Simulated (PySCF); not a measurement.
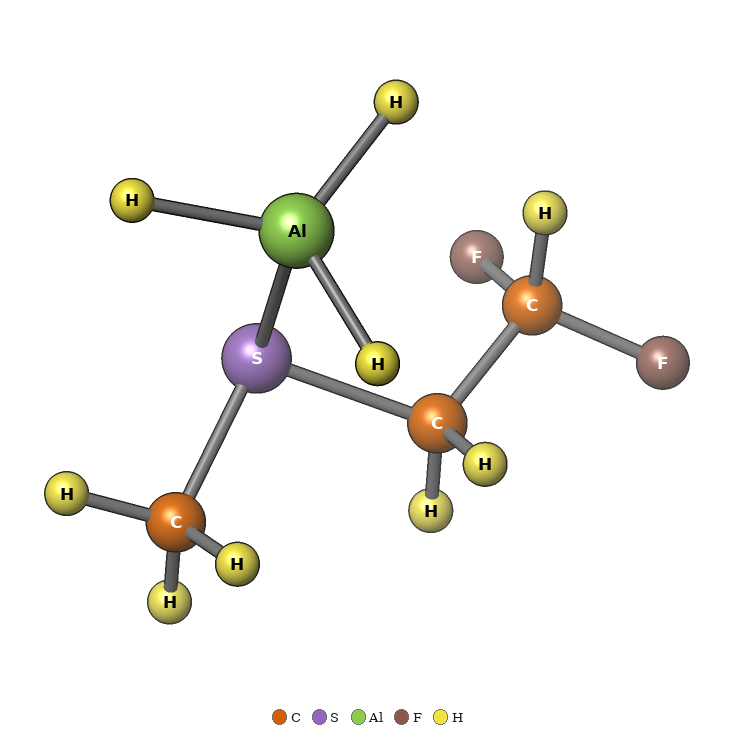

Distant atoms are faded towards the background colour. The geometry was computed by an optimisation with PBE0-D3(BJ)/def2-SVP. No frequency run is at hand to confirm it as a minimum.

List the symmetry elements and name the point group.

Answer. It has no symmetry element but the identity, so the point group is C1. The group has 1 operation. The geometry is chiral, and symmetry allows a dipole moment.
